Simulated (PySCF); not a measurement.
CH₆NSi₄ (SMILES N#C[SiH]1[SiH2][SiH][SiH2]1) (doublet)

```csv
atom,x (Å),y (Å),z (Å)
N,0.6233,-3.1457,1.4730
C,0.4770,-2.3540,0.6541
Si,0.2234,-0.9981,-0.5892
Si,-1.7742,0.1672,-0.1310
Si,-0.4150,1.9085,0.6367
Si,1.5633,0.8652,-0.0489
H,0.4097,-1.7358,-1.8466
H,-2.6447,0.3087,-1.3120
H,-2.6733,-0.4053,0.8796
H,-0.7150,3.3401,0.4462
H,2.5716,0.6998,1.0064
H,2.3550,1.3486,-1.1941
```

Geometry: GFN2-xTB.

Computed with UKS B3LYP, pcH-1 on C H N Si, non-relativistic, mean-field spin-orbit, GIAO in PySCF.

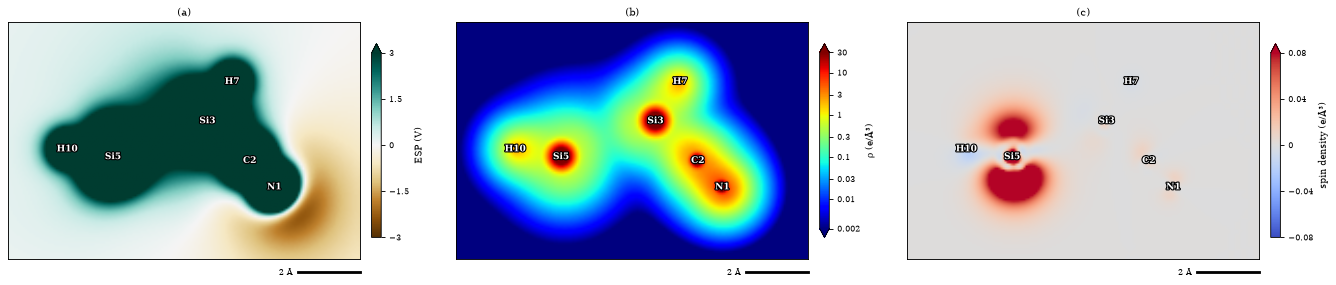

Figure 1. (a) molecular electrostatic potential; (b) electron density; (c) spin density (α minus β) on the plane of atoms C2, Si3 and H7.

Question: Describe what can be read from this map.

Answer:
- Atoms in the plane: N, C, Si and H.
- C–N (1.15 Å): ρ is about 3.6 e/Å³ halfway.
- C–Si (1.86 Å): ρ is about 0.89 e/Å³ halfway.
- Si–H (1.47 Å): ρ at the midpoint is about 0.81 e/Å³.
- The unpaired spin (1 electron) lies mostly on Si5 (about 0.7), Si4 (about 0.1) and Si6 (about 0.1), in electrons by Hirshfeld's partition.
- Outside the dense part of the molecule the potential is most negative (−2.3 V) near N1.

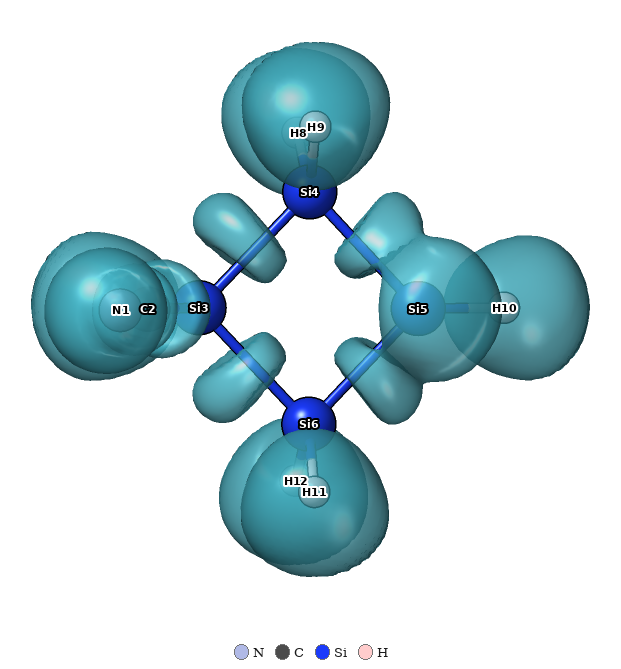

Figure 2. Isosurface of the electron localisation function at 0.8 (cyan), seen at a tilt. Core shells and regions of very low density are left out.

Question: Identify the bonds, lone pairs and shells in this picture.

Answer: The ELF exceeds this value in one region between bonded C–N atoms (shared pairs), one region between bonded C–Si atoms (shared pairs), two regions between bonded Si–Si atoms (shared pairs), six regions around hydrogen nuclei, one region on Si in which the atom's valence shell and bonds are merged and one lobe on N, pointing away from the bonds (non-bonding electrons). Along the contacts the grid gives the following. C–N (1.15 Å): the ELF peaks at about 0.85 between the atoms: a short, multiple covalent bond. C–Si (1.86 Å): the ELF peaks at about 0.95 between the atoms, as expected for a shared electron pair.

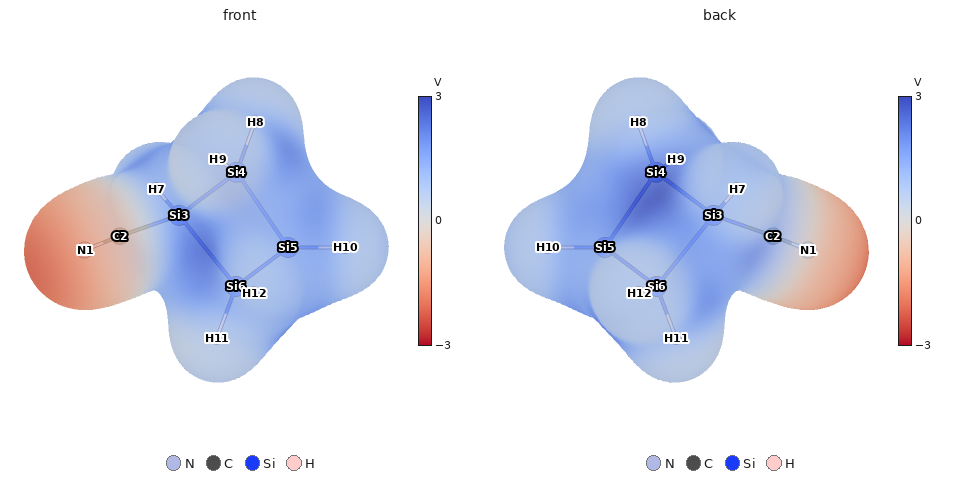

Figure 3. The electrostatic potential painted on the density surface at 0.004 e/bohr³, seen from the front and from behind; the colour scale runs from red (negative) to blue (positive).

Question: Which sites attract a positive test charge, and which a negative one?

Answer: A positive charge is drawn to the negative regions and a negative charge to the positive ones. The most negative region (about −2.1 V) lies over N1, the most positive (about +2.7 V) over Si3. N1 is the likeliest acceptor of a hydrogen bond.
